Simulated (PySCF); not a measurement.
C4H7NO2, SMILES `CC(C=N)C(=O)O`.

Method: HF/6-31+G*; geometry: GFN2-xTB; program: PySCF. No frequency check shows the geometry to be a minimum.

Cartesian coordinates (Å):

```
C1      -0.3436    1.8588   -0.2732
C2      -0.3034    0.3348   -0.4248
C3      -1.3921   -0.2942    0.3960
N4      -2.2401   -1.0330   -0.1531
C5       1.0223   -0.1863    0.0987
O6       1.4362   -0.0247    1.2142
O7       1.6925   -0.8629   -0.8353
H8       0.4158    2.3186   -0.9007
H9      -1.3191    2.2343   -0.5712
H10     -0.1551    2.1343    0.7620
H11     -0.4197    0.0338   -1.4674
H12     -1.3488   -0.0429    1.4635
H13     -2.9532   -1.4243    0.4581
H14      2.5325   -1.2002   -0.4837
```

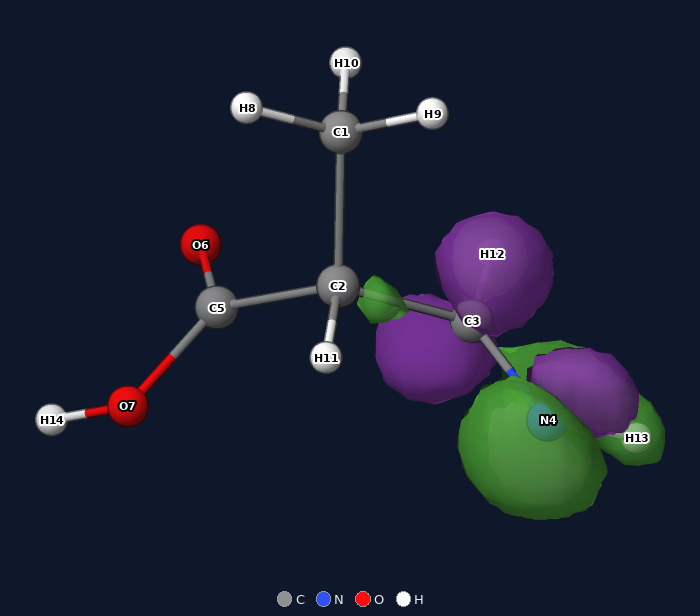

Unrelaxed difference density of S₁ less the ground state (CIS singlet states), ±0.08 e/Å³; purple: gain, green: loss.

Question: How does the charge move on excitation?

Answer: 0.71 e is displaced in all, of which about 0.3 e passes between atoms: N4 (0.25 e) and H13 (0.04 e) lose electrons and C3 (0.26 e) gains them. The state: 6.07 eV (204 nm), f = 0.005; the leading pair carries 99 %; hole on N4 (63 %), C3 (13 %) and H12 and H13 (8 % each), electron on C3 (39 %), N4 (38 %) and C2 (6 %); their centroids lie 0.6 Å apart.

Cost of the run: 3.3 min on 1 thread of AMD EPYC (Zen 3), on a shared host, peak memory 0.29 GiB.
